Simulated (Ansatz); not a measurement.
Consider H3Sn2 (quartet).

The calculation's input:

```
crystal:
  periodic: [false, false, false]
  atoms:
    - {symbol: Sn, position_ang: [-1.038277, -0.208012, -1.501258]}
    - {symbol: Sn, position_ang: [-0.152466, 0.657413, 0.990099]}
    - {symbol: H, position_ang: [-0.184941, -1.321958, -2.518461]}
    - {symbol: H, position_ang: [1.348113, 1.506355, 0.908736]}
    - {symbol: H, position_ang: [0.027559, -0.633799, 2.120884]}
basis:
  gaussian: {orbitals: def2-TZVP, initial_orbitals: start.molden}
magnetization: {spin_polarized: true, initial_magnetization: 3}
hamiltonian: {xc: pbe0, dispersion: d4}
output: {orbitals: {seedname: orbitals}}
```

Command:

```sh
ansatz run in.yaml --threads 4 --pin off --events-out ev --progress --plain --max-ram 3916MiB
```

Geometry: PBE0-D4/def2-TZVP; core potentials replace the inner electrons of Sn.

These are results of Ansatz 0.2.0, UKS PBE0-D4/def2-TZVP, not measurements.

What will maps of the electron density, electron localisation function and spin density show?

Sn–Sn (2.78 Å): the density is about 0.37 e/Å³ at the midpoint; the ELF peaks at about 0.65 between the atoms.
Sn–H (1.73 Å): the density is about 1.1 e/Å³ at the midpoint; the ELF climbs to about 1 towards the hydrogen.
The unpaired spin (3 electrons) lies mostly on Sn1 (about 1.7), Sn2 (about 1.0), H3 (about 0.1), H4 (about 0.1) and H5 (about 0.1), in electrons by Hirshfeld's partition.

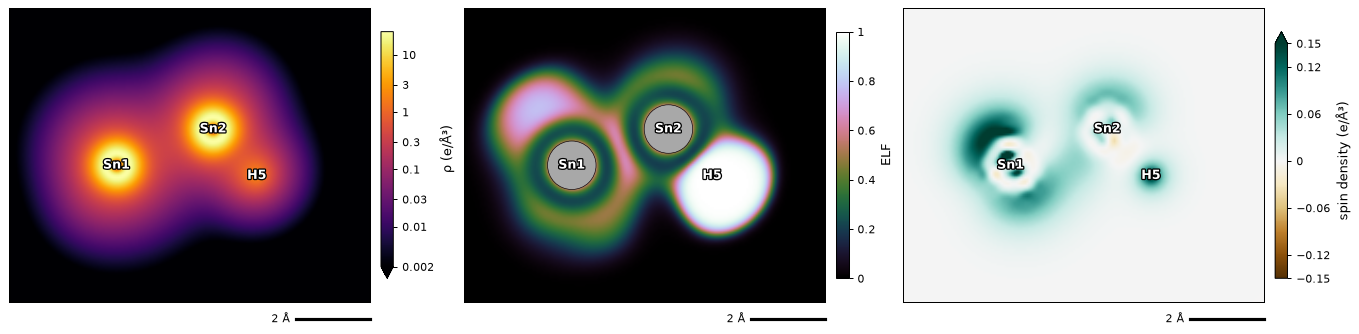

Computed electron density, electron localisation function and spin density on the plane of atoms Sn1, Sn2 and H5, in this order. Grey discs cover the atomic cores in the ELF map. 
